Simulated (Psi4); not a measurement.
# C2F6O (SMILES FC(F)(F)OC(F)(F)F), step by step, part 2 of 2

Psi4 1.11. The steps go on from the part before.

**5. The doublet anion: the energy at UPBE0/def2-SVPD (density fitting) (run 4)**

Contents of c2f6o.xyz:

```xyz
9
C2F6O
F      2.073730    -0.407921    -0.995799
C      0.774432    -0.452914    -0.787070
F      0.155796     0.280398    -1.702876
F      0.363407    -1.706613    -0.911012
O      0.558681     0.016032     0.481426
C     -0.679334     0.454431     0.869586
F     -0.692096     0.447878     2.186234
F     -0.905581     1.689089     0.444736
F     -1.650811    -0.326395     0.416043
```

Contents of c2f6o.py:

```python
import psi4

psi4.set_memory('1600 MB')
psi4.set_num_threads(1)
psi4.set_output_file('psi4.out', False)

with open('c2f6o.xyz') as f:
    atoms = ''.join(f.readlines()[2:])
mol = psi4.geometry('-1 2\n' + atoms + 'symmetry c1')

psi4.set_options({
    'basis': 'def2-SVPD',
    'reference': 'uks',
})

e_tot, wfn = psi4.energy("pbe0", return_wfn=True)
print('E =', round(e_tot, 9))
```

The run is started by

```sh
$ python c2f6o.py
```

psi4.out:

```text
[...]
  Running in c1 symmetry.
[...]
  Nuclear repulsion =  565.053305974506088
[...]
  Multiplicity = 2
[...]
  Nalpha       = 38
  Nbeta        = 37
[...]
    Number of basis functions: 201
[...]
   @DF-UKS iter   1:  -748.99244265479456    3.60211e-01   4.00939e-03 ADIIS/DIIS
[...]
   @DF-UKS iter   9:  -749.21018491305472   -1.32001e-07   3.96839e-07 DIIS
[...]
   @S^2 Observed:                7.500807320E-01
[...]
    Orbital Energies [Eh]
    ---------------------
    Alpha Occupied:
       1A    -24.707349     2A    -24.707341     3A    -24.707228
       4A    -24.707188     5A    -24.703257     6A    -24.703216
       7A    -19.177169     8A    -10.427631     9A    -10.427630
      10A     -1.255188    11A     -1.238745    12A     -1.146780
      13A     -1.142783    14A     -1.141795    15A     -1.138007
      16A     -1.020056    17A     -0.676282    18A     -0.590044
      19A     -0.557434    20A     -0.535154    21A     -0.530609
      22A     -0.513130    23A     -0.507987    24A     -0.426625
      25A     -0.391821    26A     -0.388821    27A     -0.382927
      28A     -0.380541    29A     -0.359531    30A     -0.358511
      31A     -0.343548    32A     -0.335274    33A     -0.334637
      34A     -0.320855    35A     -0.318872    36A     -0.304453
[...]
  @DF-UKS Final Energy:  -749.21018491305472
   => Energetics <=
    Nuclear Repulsion Energy =            565.0533059745060882
    One-Electron Energy =               -2174.2615437476224542
    Two-Electron Energy =                 921.8098006607245907
    DFT Exchange-Correlation Energy =     -61.8117478006630918
    Empirical Dispersion Energy =           0.0000000000000000
    VV10 Nonlocal Energy =                  0.0000000000000000
    Total Energy =                       -749.2101849130547180
[...]
 Multipole Moments:
 ------------------------------------------------------------------------------------
     Multipole            Electronic (a.u.)      Nuclear  (a.u.)        Total (a.u.)
 ------------------------------------------------------------------------------------
 L = 1.  Multiply by 2.5417464519 to convert [e a0] to [Debye]
 Dipole X            :         -0.8511330            0.5337967           -0.3173363
 Dipole Y            :         -0.0254345            0.0159510           -0.0094835
 Dipole Z            :         -0.7329602            0.4596854           -0.2732748
 Magnitude           :                                                    0.4188930
[...]
```

The script printed:

```text
E = -749.210184913
```

Run time: 30 s. Hardware: 1 thread of AMD EPYC 7R43 (Zen 3), shared host; peak memory 0.92 GiB.

**6. The doublet anion: a structure relaxation at UPBE0/def2-SVPD (density fitting) (run 5)**

Contents of job.py:

```python
import psi4

psi4.set_memory('1600 MB')
psi4.set_num_threads(1)
psi4.core.set_output_file('c2f6o.out', False)

m = psi4.geometry("""
-1 2
F
C 1 1.316726
F 2 1.326332 1 109.38441
F 2 1.325166 1 108.87863 3 118.15828
O 2 1.369504 1 106.89287 4 120.22347
C 5 1.369505 2 120.96766 1 161.15815
F 6 1.316726 5 106.89284 2 161.15795
F 6 1.325166 7 108.87862 5 -120.22351
F 6 1.326333 7 109.38435 8 -118.15826
symmetry c1
""")

psi4.set_options({
    'basis': 'def2-SVPD',
    'reference': 'uks',
    'geom_maxiter': 50,
})

result = psi4.optimize('pbe0', molecule=m)
print(f'pbe0 energy: {result:.10f} Eh')
print(m.to_string(dtype='xyz', units='Angstrom'))
```

The run is started by

```sh
$ python job.py
```

c2f6o.out:

```text
[...]
  Running in c1 symmetry.
[...]
  Nuclear repulsion =  565.053277818153447
[...]
  Multiplicity = 2
[...]
  Nalpha       = 38
  Nbeta        = 37
[...]
    Number of basis functions: 201
[...]
   @DF-UKS iter   1:  -748.99244258490410    3.60210e-01   4.00939e-03 DIIS/ADIIS
[...]
   @DF-UKS iter   9:  -749.21038209517224    1.19371e-11   6.78538e-09 DIIS
[...]
   @S^2 Observed:                7.500832827E-01
[...]
  @DF-UKS Final Energy:  -749.21038209517224
   => Energetics <=
    Nuclear Repulsion Energy =            562.6861062732365326
    One-Electron Energy =               -2169.5644320586816320
    Two-Electron Energy =                 919.4639336934383209
    DFT Exchange-Correlation Energy =     -61.7959900031653291
    Empirical Dispersion Energy =           0.0000000000000000
    VV10 Nonlocal Energy =                  0.0000000000000000
    Total Energy =                       -749.2103820951722355
[...]
 Multipole Moments:
 ------------------------------------------------------------------------------------
     Multipole            Electronic (a.u.)      Nuclear  (a.u.)        Total (a.u.)
 ------------------------------------------------------------------------------------
 L = 1.  Multiply by 2.5417464519 to convert [e a0] to [Debye]
 Dipole X            :          0.4775119           -0.3049768            0.1725351
 Dipole Y            :         -0.6746981            0.4309370           -0.2437611
 Dipole Z            :          0.7037983           -0.4495073            0.2542909
 Magnitude           :                                                    0.3922394
[...]
  -Total Gradient:
     Atom            X                  Y                   Z
    ------   -----------------  -----------------  -----------------
       1       -0.000010049560    -0.000013509981    -0.000164519570
       2        0.000258859449    -0.000088207915     0.000152414375
       3        0.000005728473    -0.000024661944     0.000023166778
       4        0.000034525679     0.000020044542     0.000072194230
       5       -0.000140928452     0.000198991673    -0.000207670071
       6       -0.000023404910    -0.000244021479     0.000194526622
       7       -0.000080325454     0.000140933559     0.000031318286
       8        0.000009068345    -0.000081555200    -0.000008049027
       9        0.000023129175    -0.000016241739     0.000019475704
[...]
```

Standard output:

```text
Some dependencies such as QCElemental have not yet finished migration to pydantic v2. If issues are encountered please downgrade pydantic or upgrade QCElemental as appropriate
	Previous geometry is closer to target in internal coordinates, so using that one.

	Best geometry has RMS(Delta(q)) = 3.94e-07

Optimizer: Optimization complete!
pbe0 energy: -749.2103820952 Eh
9
-1 2 C2F6O
F                     0.784050975730    -0.229665732613    -2.199081179132
C                     0.784050975730    -0.229665732613    -0.877848792994
F                     0.784050975730    -1.486470979233    -0.436765914818
F                     1.897751299974     0.361110082809    -0.450715678495
O                    -0.328222910065     0.463784086153    -0.483769819440
C                    -0.855745197770     0.330970841431     0.772178076220
F                    -1.609225887752     1.395648481593     0.982852054387
F                    -1.617934895118    -0.756493992089     0.863137483244
F                     0.082925513476     0.261420884244     1.714608104041
```

Wall time 3.1 min (1 thread of AMD EPYC 7R43 (Zen 3), shared host); peak memory 1 GiB.

The path in brief:

```csv
step,energy from the first frame kept (eV),largest force (eV/Å)
0,0.0000,0.2916
1,-0.0044,0.1416
2,-0.0053,0.0643
3,-0.0054,0.0165
```

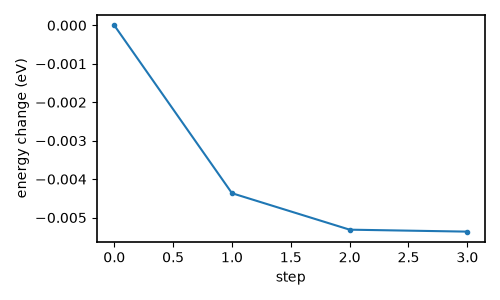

Energy along the run.

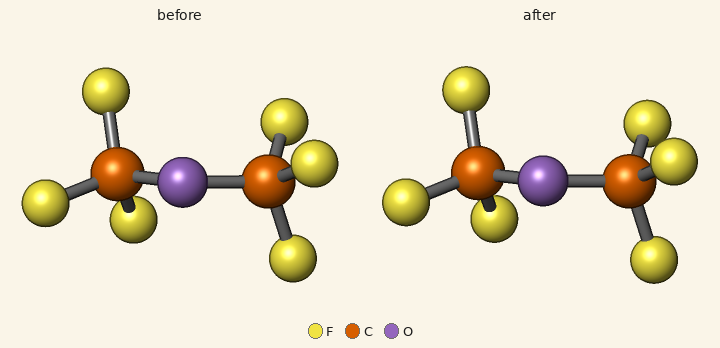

Before and after, at one scale.

After the run. Bond lengths: F1–C2 1.321 Å, C2–F3 1.332 Å, C2–F4 1.331 Å, C2–O5 1.369 Å, O5–C6 1.369 Å, C6–F7 1.321 Å, C6–F8 1.331 Å, C6–F9 1.332 Å. Some angles: F1–C2–F3 109.3°, F1–C2–F4 108.7°, F1–C2–O5 106.7°, F3–C2–F4 108.2°, F3–C2–O5 112.5°, F4–C2–O5 111.3°, C2–O5–C6 121.9°, O5–C6–F7 106.7°, O5–C6–F8 111.3°, O5–C6–F9 112.5°.

**7. What came out**

This closing draws on all 2 parts.

| quantity | value |
| --- | --- |
| run 1, PBE0/def2-SVPD: total energy at the end | -749.27115 Eh |
| run 1, PBE0/def2-SVPD: dipole moment | 0.04 D |
| run 1, PBE0/def2-SVPD: HOMO energy | -11.53 eV |
| run 1, PBE0/def2-SVPD: LUMO energy | 0.65 eV |
| run 1, PBE0/def2-SVPD: HOMO–LUMO gap | 12.18 eV |
| doublet cation, run 2: total energy | -748.75558 Eh |
| doublet cation, run 2: HOMO energy (highest over α and β) | -19.05 eV |
| doublet cation, run 2: LUMO energy (lowest over α and β) | -16.48 eV |
| doublet cation, run 2: ⟨S²⟩ | 0.755 |
| doublet cation, run 3: total energy at the end | -748.79169 Eh |
| doublet cation, run 3: HOMO energy (highest over α and β) | -18.87 eV |
| doublet cation, run 3: LUMO energy (lowest over α and β) | -13.89 eV |
| doublet cation, run 3: ⟨S²⟩ | 0.754 |
| doublet anion, run 4: total energy | -749.21018 Eh |
| doublet anion, run 4: HOMO energy (highest over α and β) | 2.71 eV |
| doublet anion, run 4: LUMO energy (lowest over α and β) | 3.84 eV |
| doublet anion, run 4: ⟨S²⟩ | 0.750 |
| doublet anion, run 5: total energy at the end | -749.21038 Eh |
| doublet anion, run 5: HOMO energy (highest over α and β) | 2.71 eV |
| doublet anion, run 5: LUMO energy (lowest over α and β) | 3.84 eV |
| doublet anion, run 5: ⟨S²⟩ | 0.750 |
| adiabatic electron affinity (to the doublet anion, no zero-point term) | -1.654 eV |
| adiabatic ionisation energy (to the doublet cation, no zero-point term) | 13.047 eV |

In words: The adiabatic electron affinity (to the doublet anion, no zero-point term) is −1.65 eV (−160 kJ/mol). A negative value puts this state of the anion above the relaxed parent: the electron is not bound at this level, and such a value depends on the basis. The adiabatic ionisation energy (to the doublet cation, no zero-point term) is 13.05 eV (1259 kJ/mol). The optimisation (run 1, PBE0/def2-SVPD) took 6 steps and changed the energy by -0.001 eV. The optimisation (doublet cation, run 3) took 8 steps and changed the energy by -0.983 eV. The HOMO (doublet anion, run 4) lies at positive energy, 2.71 eV; only total energies tell whether the electron is bound.
